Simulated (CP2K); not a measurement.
1,2,4-triazole has these distinct N atoms: N2 (bonded to 2 C), N4 (bonded to C, N and H) and N5 (bonded to C and N).

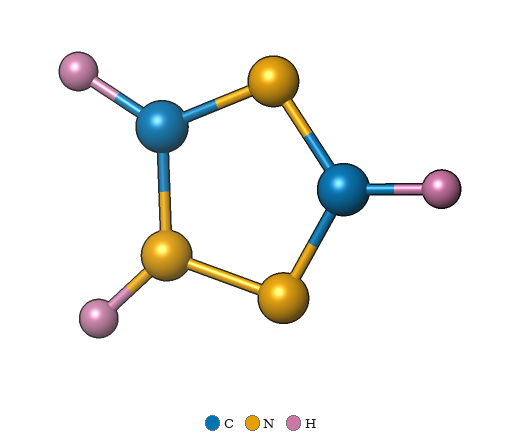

The molecule (carbon blue, nitrogen orange, hydrogen pink).

```xyz
8

C     1.2470   -0.0166    0.0059
N     0.5217    1.1452    0.0023
C    -0.7322    0.7016   -0.0027
N    -0.7410   -0.6565   -0.0007
N     0.5297   -1.1413    0.0030
H     2.3321   -0.0407    0.0113
H    -1.6319    1.3083   -0.0090
H    -1.5253   -1.3000   -0.0101
```

Their partial N K spectra (CP2K XAS_TDP, all-electron GAPW, PBEh(45%), aug-cc-pVDZ, TDA, GW2X-corrected core level, no relativity) are given in random order, each times the number of alike atoms.

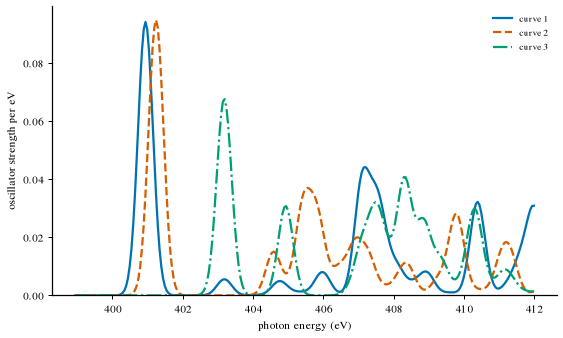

Gaussian full width 0.5 eV, oscillator strength per eV, alike atoms added, rows of zeros left out.

Q: Which curve belongs to which atom?

Curve 1: N2 (bonded to 2 C), leading line at 400.94 eV (f = 0.050 an atom), ionisation energy 405.68 eV, term value 4.74 eV. Curve 2: N5 (bonded to C and N), leading line at 401.24 eV (f = 0.050 an atom), ionisation energy 406.55 eV, term value 5.31 eV. Curve 3: N4 (bonded to C, N and H), leading line at 403.18 eV (f = 0.036 an atom), ionisation energy 407.98 eV, term value 4.80 eV. The leading line of an atom is its first one with 35 % of the strongest within 2.5 eV of its lowest line over the strength cut. A line lies at the core ionisation energy, which rises as an atom loses charge to its neighbours or to a π system, less the term value, which is large for a low π* or σ* orbital with weight on that atom.

[Banner, clock and machine lines of the logs are left out without a mark of their own.]

[Logs are printed without paths, hosts, clocks, repeated set-up lines and the standing remarks that a program may print on its own settings, such as how far it seeks lower states.]

[Hosts, paths, dates, database ids (printed as entryN), source tags and the programs' standing remarks are cut or masked in the printed files.]
